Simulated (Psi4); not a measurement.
# HF/STO-3G (sweep point 1) run of BCl2F (SMILES FB(Cl)Cl)

What is the energy change on altering one bond length of BCl2F at HF/STO-3G (sweep point 1)? 

The calculation is run with Psi4 1.11.

## Step 1: The structure to begin with

BCl2F: 4 atoms, total charge 0, spin state singlet. SMILES: `FB(Cl)Cl`. The shape is that of a GFN2-xTB optimisation.

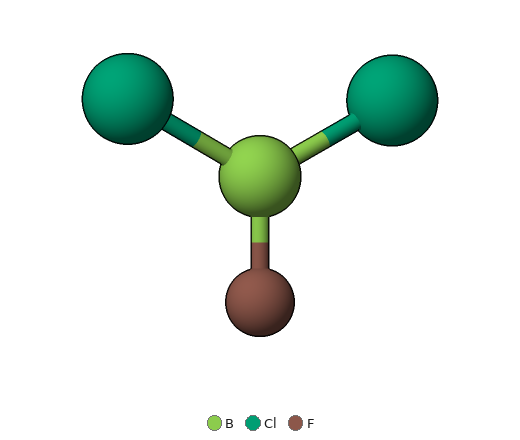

The structure, seen from a chosen angle (boron green, chlorine teal, fluorine brown).

## Step 2: The energy at HF/STO-3G (sweep point 1)

Input file job.py:

```python
import psi4

psi4.set_memory('1600 MB')
psi4.set_num_threads(1)
psi4.core.set_output_file('psi4.out', False)

m = psi4.geometry("""
0 1
B     -0.07158283    -0.11944959    -0.00090707
Cl     3.15880950    -0.27710944     0.02598373
Cl    -1.72764431     2.65909032    -0.03210645
F     -1.35958236    -2.26253129     0.00702978
units bohr
symmetry c1
""")

psi4.set_options({
    'basis': 'STO-3G',
    'puream': True,
    'scf_type': 'pk',
})

e_tot, wfn = psi4.energy("scf", return_wfn=True)
print(f'total energy {e_tot:.8f} hartree = {e_tot * 27.211386:.5f} eV')
for k, v in sorted(psi4.core.scalar_variables().items()):
    print(f'{k:45s} {v:18.10f}')
```

Run with:

```console
$ python job.py
```

psi4.out, cut to the lines that bear on the results:

```text
[...]
  Running in c1 symmetry.
[...]
  Nuclear repulsion =  183.247378516844009
[...]
  Multiplicity = 1
[...]
  Nalpha       = 24
  Nbeta        = 24
[...]
    Number of basis functions: 28
[...]
   @RHF iter   1: -1031.57554652358226   -1.09000e+00   1.45358e-02 ADIIS/DIIS
[...]
   @RHF iter   8: -1031.70888495233157   -2.47815e-09   2.35708e-07 DIIS
[...]
    Orbital Energies [Eh]
    ---------------------
    Doubly Occupied:
       1A   -103.744134     2A   -103.744038     3A    -26.044954
       4A    -10.425398     5A    -10.425295     6A     -7.869321
       7A     -7.869182     8A     -7.864226     9A     -7.864064
      10A     -7.863569    11A     -7.863432    12A     -7.619127
      13A     -1.580725    14A     -1.101703    15A     -1.054769
      16A     -0.694068    17A     -0.631324    18A     -0.598637
      19A     -0.594491    20A     -0.476770    21A     -0.463192
      22A     -0.446806    23A     -0.433895    24A     -0.423734
[...]
  @RHF Final Energy: -1031.70888495233157
   => Energetics <=
    Nuclear Repulsion Energy =            183.2473785168440088
    One-Electron Energy =               -1794.5188266829927670
    Two-Electron Energy =                 579.5625632138172705
    Total Energy =                      -1031.7088849523315730
[...]
 Multipole Moments:
 ------------------------------------------------------------------------------------
     Multipole            Electronic (a.u.)      Nuclear  (a.u.)        Total (a.u.)
 ------------------------------------------------------------------------------------
 L = 1.  Multiply by 2.5417464519 to convert [e a0] to [Debye]
 Dipole X            :         -0.6849373            0.4839588           -0.2009785
 Dipole Y            :         -1.1408729            0.8055345           -0.3353384
 Dipole Z            :          0.0014224           -0.0018725           -0.0004501
 Magnitude           :                                                    0.3909531
[...]
```

Standard output:

```text
total energy -1031.70888495 hartree = -28074.22871 eV
CURRENT ENERGY                                  -1031.7088849523
CURRENT REFERENCE ENERGY                        -1031.7088849523
DD SOLVATION ENERGY                                 0.0000000000
HF KINETIC ENERGY                                1014.0492495822
HF POTENTIAL ENERGY                             -2045.7581345346
HF TOTAL ENERGY                                 -1031.7088849523
HF VIRIAL RATIO                                     2.0174149681
NUCLEAR REPULSION ENERGY                          183.2473785168
ONE-ELECTRON ENERGY                             -1794.5188266830
PCM POLARIZATION ENERGY                             0.0000000000
PE ENERGY                                           0.0000000000
SCF ITERATION ENERGY                            -1031.7088849523
SCF ITERATIONS                                      8.0000000000
SCF TOTAL ENERGY                                -1031.7088849523
TWO-ELECTRON ENERGY                               579.5625632138
```

Wall time 1.7 s (1 thread of Intel Xeon Platinum 8488C (Sapphire Rapids), shared host); peak memory 0.18 GiB.

## Step 3: The distorted shape

Input file run.py:

```python
import psi4

psi4.set_memory('1600 MB')
psi4.set_num_threads(1)
psi4.core.set_output_file('bcl2f.out', False)

geom = psi4.geometry("""
0 1
B      0.25960491    -0.67511600     0.00533281
Cl     3.48999723    -0.83277585     0.03222361
Cl    -1.72764431     2.65909032    -0.03210645
F     -1.02839463    -2.81819770     0.01326966
units au
symmetry c1
""")

psi4.set_options(dict(basis='STO-3G', puream=True, scf_type='pk'))

e = psi4.energy('scf')
print(f'total energy {e:.8f} hartree = {e * 27.211386:.5f} eV')
```

Run with:

```console
$ python run.py
```

bcl2f.out, cut to the lines that bear on the results:

```text
[...]
  Running in c1 symmetry.
[...]
  Nuclear repulsion =  170.913004375378364
[...]
  Multiplicity = 1
[...]
  Nalpha       = 24
  Nbeta        = 24
[...]
    Number of basis functions: 28
[...]
   @RHF iter   1: -1031.51357074657835   -1.31478e+00   1.52800e-02 ADIIS/DIIS
[...]
   @RHF iter   8: -1031.68323306578714   -2.88605e-09   3.74659e-07 DIIS
[...]
    Orbital Energies [Eh]
    ---------------------
    Doubly Occupied:
       1A   -103.772549     2A   -103.665918     3A    -26.079352
       4A    -10.451840     5A    -10.352797     6A     -7.895792
       7A     -7.890582     8A     -7.889941     9A     -7.796160
      10A     -7.791942    11A     -7.791664    12A     -7.635373
      13A     -1.603841    14A     -1.098247    15A     -0.985091
      16A     -0.711872    17A     -0.639307    18A     -0.611369
      19A     -0.578902    20A     -0.471571    21A     -0.469219
      22A     -0.423248    23A     -0.396047    24A     -0.392925
[...]
  @RHF Final Energy: -1031.68323306578714
   => Energetics <=
    Nuclear Repulsion Energy =            170.9130043753783639
    One-Electron Energy =               -1770.4013844534806594
    Two-Electron Energy =                 567.8051470123150466
    Total Energy =                      -1031.6832330657871353
[...]
 Multipole Moments:
 ------------------------------------------------------------------------------------
     Multipole            Electronic (a.u.)      Nuclear  (a.u.)        Total (a.u.)
 ------------------------------------------------------------------------------------
 L = 1.  Multiply by 2.5417464519 to convert [e a0] to [Debye]
 Dipole X            :         -0.3220418            0.4158059            0.0937641
 Dipole Y            :         -1.6855410            0.9198814           -0.7656596
 Dipole Z            :          0.0079318           -0.0031566            0.0047752
 Magnitude           :                                                    0.7713943
[...]
```

On the terminal:

```text
total energy -1031.68323307 hartree = -28073.53068 eV
```

Run time: 2 s. Hardware: 1 thread of Intel Xeon Platinum 8488C (Sapphire Rapids), shared host; peak memory 0.18 GiB.

## Step 4: Results

At HF/STO-3G (sweep point 1):

| quantity | value |
| --- | --- |
| first shape: total energy | -1031.70888 Eh |
| first shape: dipole moment | 0.99 D |
| first shape: HOMO energy | -11.53 eV |
| first shape: LUMO energy | 5.89 eV |
| first shape: HOMO–LUMO gap | 17.42 eV |
| distorted shape: total energy | -1031.68323 Eh |
| distorted shape: dipole moment | 1.96 D |
| distorted shape: HOMO energy | -10.69 eV |
| distorted shape: LUMO energy | 5.28 eV |
| distorted shape: HOMO–LUMO gap | 15.97 eV |
| energy change with the B1–Cl3 bond stretched from 1.712 to 2.054 Å | 0.698 eV |

**Reading.** With the B1–Cl3 bond stretched from 1.712 to 2.054 Å the energy rises by 0.70 eV (67.3 kJ/mol). The first shape isn't relaxed at this level, so the change isn't measured from a minimum. The minimal basis adds a large error of its own.
